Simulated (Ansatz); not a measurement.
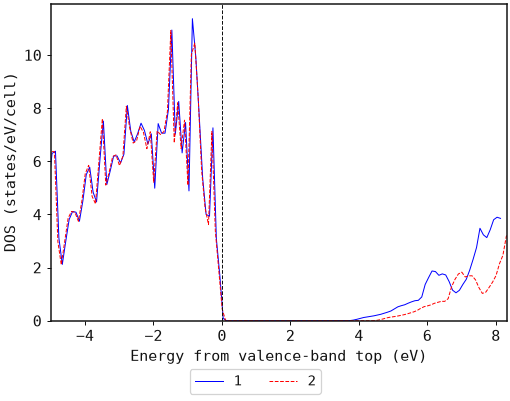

Total densities of states of Al$_{3}$GaO$_{6}$, space group Cm, 10 atoms in the cell, by two methods on the same cell. Each is counted from its own valence-band top.

Which curve is which? The methods: PBE, r2SCAN.

1 is PBE; 2 is r2SCAN. PBE gives a gap of 3.68 eV and r2SCAN gives a gap of 4.42 eV.

Settings. PBE: DFT PBE, scalar-relativistic, plane waves, PAW, no spin polarisation, 8×8×4 k mesh, 420 eV cutoff, Gaussian smearing of 0.02 eV (Ansatz). r2SCAN: DFT r2SCAN, scalar-relativistic, plane waves, PAW, no spin polarisation, 8×8×4 k mesh, 500 eV cutoff (Ansatz 0.2.0).

The structure is an invented one, so it need not be a known or stable phase.
